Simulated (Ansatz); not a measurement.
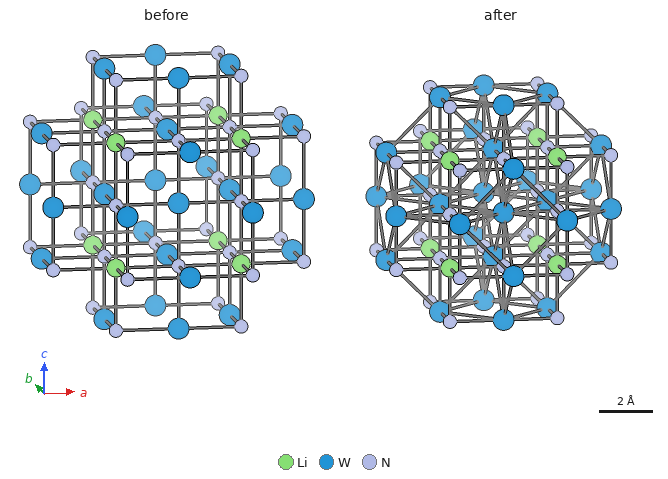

The structure of crystalline LiW₃N₃ (a generated structure, set up in Pm-3m) (coarse preliminary run) before (left) and after (right) a relaxation, at one scale.

Style: ball-and-stick. Shown: the cell of the calculation, slightly off an axis.

All numbers below come from DFT PBE, scalar-relativistic, plane waves, PAW (Ansatz 0.2.0).

The input:
```yaml
crystal:
  lattice:
    - [4.87314973, 0.0, 0.0]
    - [0.0, 4.87314973, 0.0]
    - [0.0, 0.0, 4.87314973]
  atoms:
    - { symbol: Li, position: [0.0, 0.0, 0.0] }
    - { symbol: W, position: [0.0, 0.5, 0.5] }
    - { symbol: W, position: [0.5, 0.0, 0.5] }
    - { symbol: W, position: [0.5, 0.5, 0.0] }
    - { symbol: "N", position: [0.5, 0.0, 0.0] }
    - { symbol: "N", position: [0.0, 0.5, 0.0] }
    - { symbol: "N", position: [0.0, 0.0, 0.5] }
basis:
  ecutwfc: 420
kpoints:
  mp_grid: { grid: [4, 4, 4] }
hamiltonian:
  xc: pbe
scf:
  occupations: { method: gaussian, width: 0.1 }
  lower_state_search: "off"
output:
  forces: true
  stress: true
  eigenvalues: true
relax:
  adjacent_minimum: "off"
  f_tol: 0.04
  max_steps: 70
  cell: { stress_tol: 0.4 }
```

Launched with:
```bash
ansatz run input.yaml --threads 1 --pin off --max-ram 2048MiB --backend cpu --events-out ev --progress --plain --runs-dir out
```

**What changed between the two?**

No atom moves by more than 0.005 Å relative to the cell. Cell: a = b = c 4.873 → 4.175 Å (−14.3 %). Volume −37.1 %. Near-neighbour distances that change, for instance: W2–W3 3.446 → 2.952 Å, Li1–N5 2.437 → 2.087 Å, W2–N6 2.437 → 2.087 Å. The space group stays Pm-3m (No. 221). Over 5 accepted moves (7 points after the start) the energy falls by 1555 meV per atom. All forces vanish by symmetry, so only the cell relaxes. The pressure goes from −52.28 to −0.01 GPa. At 2 points the geometry stayed and the basis and grid were re-selected for the new cell (energy shift of 2.7 meV per atom at most each time).
